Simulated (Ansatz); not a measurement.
# SiH2Br2 (dibromosilane): BCCD(T)/def2-SVP

What is the vertical ionisation energy of SiH2Br2 (dibromosilane) at BCCD(T)/def2-SVP? 

The calculation is run with Ansatz 0.2.0.

53 further runs of the same task are left out: 6 that didn't finish, 47 set aside as unsound or not needed.

## 1. The structure to begin with

The species is SiH2Br2 (5 atoms), meant as a singlet with charge 0. As SMILES, `Br[SiH2]Br`. The coordinates come from a PBE0-D4/def2-TZVP relaxation.

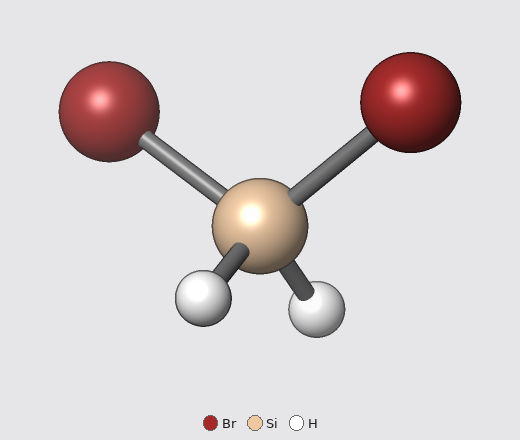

The structure, seen from a chosen angle (bromine red, silicon light orange, hydrogen white).

## 2. A single-point energy at BCCD(T)/def2-SVP

run.yaml

```yaml
crystal:
  periodic: [false, false, false]
  atoms:
    - {symbol: Br, position_ang: [-1.672690, -1.239290, 0.362310]}
    - {symbol: Si, position_ang: [0.158230, -0.046290, 0.054680]}
    - {symbol: Br, position_ang: [-0.295570, 1.814160, -1.042010]}
    - {symbol: H, position_ang: [1.103430, -0.843230, -0.751710]}
    - {symbol: H, position_ang: [0.706590, 0.314640, 1.376730]}
basis:
  gaussian:
    orbitals: def2-SVP
correlation:
  method: bccd_t
  frozen_orbitals: {Br: 9, H: 0, Si: 5}
accuracy: high
scf:
  omitted_lower_state_checks: [cluster_reference, increment]
```

Run with:

```console
ansatz run run.yaml --threads 1 --pin off --max-ram 3480MiB --events-out events.jsonl --progress --plain --runs-dir runs
```

Standard output:

```text
Warning: RAYON_NUM_THREADS=1 ignored (pool sized by the plan → 1); use --threads N
Functional definition: HF
  name "HF"
  exchange = exact_x
  correlation = 0
these checks for a lower state are left out or cut short: cluster_reference, increment
1684 factors; integrals over basis functions are off by at most 5.9e-9 eV
mean field evaluation 1: about -147873.7920 eV, gradient 1.6e1 eV
mean field evaluation 2: about -147873.8414 eV, gradient 1.6e1 eV
mean field evaluation 4: about -147874.8112 eV, gradient 1.6e0 eV
mean field evaluation 8: about -147874.8252 eV, gradient 8.7e-2 eV
mean field -147874.82527198 eV, -5434.2995955886 hartree, gradient 9.2e-8 eV, S^2 0.000000; 0 other end points of the search recorded, 0 dependent functions left out
23 core orbitals not correlated: weight in the atoms' cores, before any rotation towards them, 1.000 or more for the frozen orbitals, at most 0.000 for the correlated occupied ones
reference -147874.82527198 eV, -5434.2995955886 hartree; 20, 20 occupied and 49, 49 virtual orbitals, 1684 factors
second order -15.16078025 eV of doubles, -0.00000000 eV of singles
cycle   1  -15.28741309 eV  change   -1.3e-1 eV  update   7.0e-2
cycle   2  -15.61322836 eV  change   -3.3e-1 eV  update   2.0e-2
cycle   3  -15.64347062 eV  change   -3.0e-2 eV  update   9.2e-3
cycle   4  -15.63338723 eV  change    1.0e-2 eV  update   1.9e-3
cycle   5  -15.63369073 eV  change   -3.0e-4 eV  update   6.6e-4
cycle   6  -15.63328246 eV  change    4.1e-4 eV  update   1.8e-4
cycle   7  -15.63316678 eV  change    1.2e-4 eV  update   5.8e-5
cycle   8  -15.63316414 eV  change    2.6e-6 eV  update   1.6e-5
cycle   9  -15.63317180 eV  change   -7.7e-6 eV  update   4.6e-6
cycle  10  -15.63316769 eV  change    4.1e-6 eV  update   1.2e-6
cycle  11  -15.63316904 eV  change   -1.3e-6 eV  update   3.1e-7
cycle  12  -15.63316914 eV  change   -9.8e-8 eV  update   9.6e-8
cycle  13  -15.63316911 eV  change    3.2e-8 eV  update   3.7e-8
cycle  14  -15.63316910 eV  change    6.4e-9 eV  update   2.2e-8
cycle  15  -15.63316920 eV  change   -9.8e-8 eV  update   9.6e-8
cycle  16  -15.63316918 eV  change    2.0e-8 eV  update   2.2e-8
cycle  17  -15.63316917 eV  change    3.0e-9 eV  update   5.1e-9
cycle  18  -15.63316917 eV  change  -8.6e-10 eV  update   1.5e-9
perturbative correction -0.36967078 eV, -0.0135851506 hartree
Total energy: -147890.82811193 eV, -5434.8876891098 hartree
Checks for a lower state left out: cluster_reference, increment
```

Wall time 12 s (1 thread of Arm Neoverse V2, shared host); peak memory 0.49 GiB.

## 3. The doublet cation

in.yaml

```yaml
crystal:
  periodic: [false, false, false]
  atoms:
    - {symbol: Br, position_ang: [-1.672690, -1.239290, 0.362310]}
    - {symbol: Si, position_ang: [0.158230, -0.046290, 0.054680]}
    - {symbol: Br, position_ang: [-0.295570, 1.814160, -1.042010]}
    - {symbol: H, position_ang: [1.103430, -0.843230, -0.751710]}
    - {symbol: H, position_ang: [0.706590, 0.314640, 1.376730]}
basis:
  gaussian:
    orbitals: def2-SVP
total_charge: 1
magnetization:
  spin_polarized: true
  initial_magnetization: 1
correlation:
  method: bccd_t
  frozen_orbitals: {Br: 9, H: 0, Si: 5}
accuracy: high
scf:
  omitted_lower_state_checks: [cluster_reference, increment]
```

Run with:

```console
ansatz run in.yaml --threads 1 --pin off --max-ram 3480MiB --events-out events.jsonl --progress --plain --runs-dir runs
```

Standard output:

```text
Warning: RAYON_NUM_THREADS=1 ignored (pool sized by the plan → 1); use --threads N
[... 4 set-up lines as earlier in the session ...]
these checks for a lower state are left out or cut short: cluster_reference, increment
1681 factors; integrals over basis functions are off by at most 5.9e-9 eV
mean field evaluation 1: about -147862.2092 eV, gradient 1.3e1 eV
mean field evaluation 2: about -147862.2614 eV, gradient 1.3e1 eV
mean field evaluation 4: about -147863.6834 eV, gradient 1.7e0 eV
mean field evaluation 8: about -147863.7588 eV, gradient 4.4e-1 eV
mean field evaluation 16: about -147863.7727 eV, gradient 2.1e-2 eV
mean field evaluation 32: about -147864.3865 eV, gradient 5.2e-4 eV
mean field evaluation 64: about -147863.4697 eV, gradient 4.4e0 eV
mean field evaluation 96: about -147864.3675 eV, gradient 1.6e0 eV
mean field evaluation 128: about -147864.1598 eV, gradient 6.6e-1 eV
mean field evaluation 160: about -147863.7728 eV, gradient 6.8e-5 eV
mean field evaluation 192: about -147864.3785 eV, gradient 2.4e-2 eV
mean field -147864.38652190 eV, -5433.9159785987 hartree, gradient 7.1e-8 eV, S^2 0.758454; 14 other end points of the search recorded, 0 dependent functions left out
23 core orbitals not correlated: weight in the atoms' cores, before any rotation towards them, 1.000 or more for the frozen orbitals, at most 0.000 for the correlated occupied ones
reference -147864.38652190 eV, -5433.9159785987 hartree; 20, 19 occupied and 49, 50 virtual orbitals, 1681 factors
second order -14.45349015 eV of doubles, -0.00000000 eV of singles
cycle   1  -14.71221073 eV  change   -2.6e-1 eV  update   8.1e-2
cycle   2  -15.08396121 eV  change   -3.7e-1 eV  update   2.9e-2
cycle   3  -15.12853898 eV  change   -4.5e-2 eV  update   2.2e-2
cycle   4  -15.11795249 eV  change    1.1e-2 eV  update   1.6e-2
cycle   5  -15.12390649 eV  change   -6.0e-3 eV  update   1.3e-2
cycle   6  -15.12751836 eV  change   -3.6e-3 eV  update   1.0e-2
cycle   7  -15.12706559 eV  change    4.5e-4 eV  update   1.0e-2
cycle   8  -15.13535722 eV  change   -8.3e-3 eV  update   1.0e-2
cycle   9  -15.16141580 eV  change   -2.6e-2 eV  update   8.5e-3
cycle  10  -15.14996449 eV  change    1.1e-2 eV  update   8.7e-3
cycle  11  -15.14836703 eV  change    1.6e-3 eV  update   7.2e-3
cycle  12  -15.13800521 eV  change    1.0e-2 eV  update   6.6e-3
cycle  13  -15.13297110 eV  change    5.0e-3 eV  update   4.5e-3
cycle  14  -15.12599496 eV  change    7.0e-3 eV  update   3.3e-3
cycle  15  -15.12197381 eV  change    4.0e-3 eV  update   2.4e-3
cycle  16  -15.11970543 eV  change    2.3e-3 eV  update   2.0e-3
cycle  17  -15.11773570 eV  change    2.0e-3 eV  update   1.7e-3
cycle  18  -15.10410148 eV  change    1.4e-2 eV  update   1.0e-3
cycle  19  -15.11607949 eV  change   -1.2e-2 eV  update   6.6e-4
cycle  20  -15.11115418 eV  change    4.9e-3 eV  update   1.2e-3
cycle  21  -15.10833866 eV  change    2.8e-3 eV  update   5.3e-4
cycle  22  -15.10665220 eV  change    1.7e-3 eV  update   1.9e-4
cycle  23  -15.10603410 eV  change    6.2e-4 eV  update   4.4e-5
cycle  24  -15.10656119 eV  change   -5.3e-4 eV  update   1.2e-4
cycle  25  -15.10674003 eV  change   -1.8e-4 eV  update   4.7e-5
cycle  26  -15.10687595 eV  change   -1.4e-4 eV  update   2.4e-5
cycle  27  -15.10695155 eV  change   -7.6e-5 eV  update   1.2e-5
cycle  28  -15.10697647 eV  change   -2.5e-5 eV  update   2.9e-6
cycle  29  -15.10697014 eV  change    6.3e-6 eV  update   7.2e-7
cycle  30  -15.10696846 eV  change    1.7e-6 eV  update   2.2e-7
cycle  31  -15.10696819 eV  change    2.7e-7 eV  update   8.6e-8
cycle  32  -15.10696795 eV  change    2.4e-7 eV  update   5.8e-8
cycle  33  -15.10696798 eV  change   -2.5e-8 eV  update   4.3e-8
cycle  34  -15.10696832 eV  change   -3.4e-7 eV  update   8.9e-8
cycle  35  -15.10696845 eV  change   -1.3e-7 eV  update   3.1e-8
cycle  36  -15.10696851 eV  change   -6.8e-8 eV  update   1.5e-8
cycle  37  -15.10696858 eV  change   -7.0e-8 eV  update   1.1e-8
cycle  38  -15.10696865 eV  change   -6.9e-8 eV  update   6.2e-9
cycle  39  -15.10696868 eV  change   -2.5e-8 eV  update   2.4e-9
cycle  40  -15.10696868 eV  change   -3.7e-9 eV  update  9.7e-10
perturbative correction -0.48483034 eV, -0.0178171862 hartree
Total energy: -147879.97832091 eV, -5434.4889666441 hartree
Checks for a lower state left out: cluster_reference, increment
```

It took 92 s on 1 thread of Arm Neoverse V2, shared host; peak memory 0.92 GiB.

## 4. Outcome

At BCCD(T)/def2-SVP, 23 core orbitals frozen:

```
                                                     quantity           value
                                singlet SiH2Br2: total energy  -5434.88769 Eh
singlet SiH2Br2: correlation energy (23 core orbitals frozen)      -588.1 mEh
                              singlet SiH2Br2: (T) correction      -13.59 mEh
                                 doublet cation: total energy  -5434.48897 Eh
 doublet cation: correlation energy (23 core orbitals frozen)      -573.0 mEh
                               doublet cation: (T) correction      -17.82 mEh
            doublet cation: ⟨S²⟩ of the reference determinant           0.758
           vertical ionisation energy (to the doublet cation)       10.850 eV
```

Removing an electron at fixed nuclei costs 10.85 eV (1047 kJ/mol). The triples (singlet SiH2Br2) make up 2.3 % of the correlation energy. The triples (doublet cation) make up 3.1 % of the correlation energy.
